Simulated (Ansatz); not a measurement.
# SiCl4 (silicon tetrachloride): HF/STO-3G

Aim: the vertical ionisation energy of SiCl4 (silicon tetrachloride) at HF/STO-3G, from 2 runs. 

Program for the calculation: Ansatz 0.2.0.

43 further runs of the same task are left out: 3 that didn't finish, 40 set aside as unsound or not needed.

## (1) The molecule

The species is SiCl4 (5 atoms), meant as a singlet with charge 0. SMILES: `Cl[Si](Cl)(Cl)Cl`. The shape is that of a PBE0-D4/def2-TZVP optimisation.

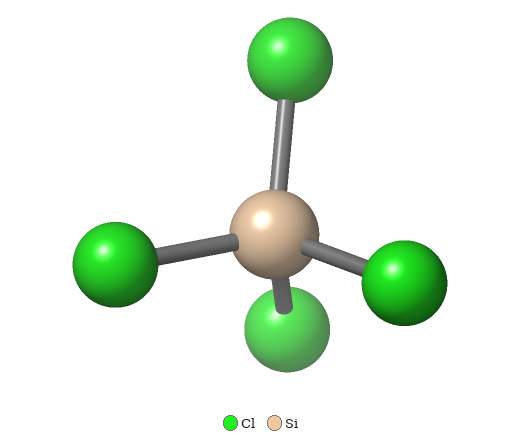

Viewed from a chosen angle; chlorine green, silicon light orange.

## (2) The energy at HF/STO-3G

Contents of input.yaml:

```yaml
crystal:
  periodic: [false, false, false]
  atoms:
    - {symbol: Cl, position_ang: [-0.962600, -0.087600, 1.762300]}
    - {symbol: Si, position_ang: [0.010000, -0.014700, -0.008300]}
    - {symbol: Cl, position_ang: [1.655400, -1.185900, 0.078100]}
    - {symbol: Cl, position_ang: [-1.212100, -0.676900, -1.476100]}
    - {symbol: Cl, position_ang: [0.559300, 1.891400, -0.397500]}
basis:
  gaussian: {orbitals: STO-3G}
magnetization: {spin_polarized: false}
hamiltonian: {xc: hf}
accuracy: high
output: {orbitals: {seedname: orbitals}}
```

Launch:

```sh
ansatz run input.yaml --threads 1 --pin off --max-ram 3480MiB --events-out events.jsonl --progress --plain --runs-dir runs
```

Log:

```text
Warning: RAYON_NUM_THREADS=1 ignored (pool sized by the plan → 1); use --threads N
Functional definition: HF
  name "HF"
  exchange = exact_x
  correlation = 0
898 factors; integrals over basis functions are off by at most 3.9e-9 eV
mean field evaluation 1: about -57251.5634 eV, gradient 3.1e1 eV
mean field evaluation 2: about -57251.6215 eV, gradient 3.1e1 eV
mean field evaluation 4: about -57256.0711 eV, gradient 7.2e-1 eV
mean field evaluation 8: about -57256.0741 eV, gradient 2.9e-6 eV
mean field -57256.07411452 eV, -2104.1219141476 hartree, gradient 6.3e-8 eV, S^2 0.000000; 0 other end points of the search recorded, 0 dependent functions left out
reference -57256.07411452 eV, -2104.1219141476 hartree; 41, 41 occupied and 4, 4 virtual orbitals, 898 factors
Total energy: -57256.07411452 eV, -2104.1219141476 hartree
```

Wall time 0.42 s (1 thread of Intel Xeon 6975P-C (Granite Rapids), shared host); peak memory 0.13 GiB.

## (3) The doublet cation at the same level

Contents of run.yaml:

```yaml
crystal:
  periodic: [false, false, false]
  atoms:
    - symbol: Cl
      position_ang: [-0.962600, -0.087600, 1.762300]
    - symbol: Si
      position_ang: [0.010000, -0.014700, -0.008300]
    - symbol: Cl
      position_ang: [1.655400, -1.185900, 0.078100]
    - symbol: Cl
      position_ang: [-1.212100, -0.676900, -1.476100]
    - symbol: Cl
      position_ang: [0.559300, 1.891400, -0.397500]
basis:
  gaussian:
    orbitals: STO-3G
total_charge: 1
magnetization:
  spin_polarized: true
  initial_magnetization: 1
hamiltonian:
  xc: hf
accuracy: high
output: {orbitals: {seedname: orbitals}}
```

Launch:

```sh
ansatz run run.yaml --threads 1 --pin off --max-ram 3480MiB --events-out events.jsonl --progress --plain --runs-dir runs
```

Log:

```text
Warning: RAYON_NUM_THREADS=1 ignored (pool sized by the plan → 1); use --threads N
[... 4 set-up lines as earlier in the session ...]
898 factors; integrals over basis functions are off by at most 3.9e-9 eV
mean field evaluation 1: about -57240.0960 eV, gradient 2.0e1 eV
mean field evaluation 2: about -57240.1536 eV, gradient 2.1e1 eV
mean field evaluation 4: about -57244.0772 eV, gradient 8.2e-1 eV
mean field evaluation 8: about -57244.0533 eV, gradient 3.9e-1 eV
mean field evaluation 16: about -57244.9129 eV, gradient 5.4e-4 eV
mean field evaluation 32: about -57244.9129 eV, gradient 1.9e-3 eV
mean field evaluation 64: about -57244.9129 eV, gradient 5.0e-4 eV
mean field evaluation 96: about -57243.1129 eV, gradient 6.8e0 eV
mean field evaluation 128: about -57242.1430 eV, gradient 1.1e1 eV
mean field evaluation 160: about -57244.9130 eV, gradient 1.8e-4 eV
mean field evaluation 192: about -57244.1840 eV, gradient 3.2e-1 eV
mean field evaluation 224: about -57244.9132 eV, gradient 4.7e-4 eV
mean field evaluation 256: about -57244.9130 eV, gradient 3.3e-2 eV
mean field evaluation 288: about -57244.6278 eV, gradient 8.8e-1 eV
mean field evaluation 320: about -57244.9130 eV, gradient 4.6e-3 eV
mean field evaluation 352: about -57243.7756 eV, gradient 5.6e-1 eV
mean field evaluation 384: about -57244.8990 eV, gradient 7.0e-1 eV
mean field evaluation 416: about -57244.9131 eV, gradient 1.6e-2 eV
mean field evaluation 448: about -57244.8934 eV, gradient 5.5e-1 eV
mean field evaluation 480: about -57244.1697 eV, gradient 4.8e-1 eV
mean field evaluation 512: about -57244.1829 eV, gradient 1.2e-1 eV
mean field evaluation 544: about -57244.1852 eV, gradient 3.3e-6 eV
mean field evaluation 576: about -57244.9130 eV, gradient 2.1e-3 eV
mean field -57244.91328097 eV, -2103.7117610798 hartree, gradient 2.4e-8 eV, S^2 0.752635; 9 other end points of the search recorded, 0 dependent functions left out
reference -57244.91328097 eV, -2103.7117610798 hartree; 41, 40 occupied and 4, 5 virtual orbitals, 898 factors
Total energy: -57244.91328097 eV, -2103.7117610798 hartree
```

Run time: 23 s. Hardware: 1 thread of Intel Xeon 6975P-C (Granite Rapids), shared host; peak memory 0.27 GiB.

## (4) Outcome

At HF/STO-3G:

| quantity | value |
| --- | --- |
| singlet SiCl4: total energy | -2104.12191 Eh |
| singlet SiCl4: HOMO energy | -12.11 eV |
| singlet SiCl4: LUMO energy | 5.06 eV |
| singlet SiCl4: HOMO–LUMO gap | 17.17 eV |
| doublet cation: total energy | -2103.71176 Eh |
| doublet cation: HOMO energy (highest over α and β) | -17.19 eV |
| doublet cation: LUMO energy (lowest over α and β) | -10.04 eV |
| doublet cation: ⟨S²⟩ | 0.753 |
| vertical ionisation energy (to the doublet cation) | 11.161 eV |

What this shows: Removing an electron at fixed nuclei costs 11.16 eV (257 kcal/mol). −ε(HOMO) before ionisation, 12.11 eV, is 0.95 eV above this ionisation energy. In a minimal basis such a difference can be off by several eV, whatever the method.
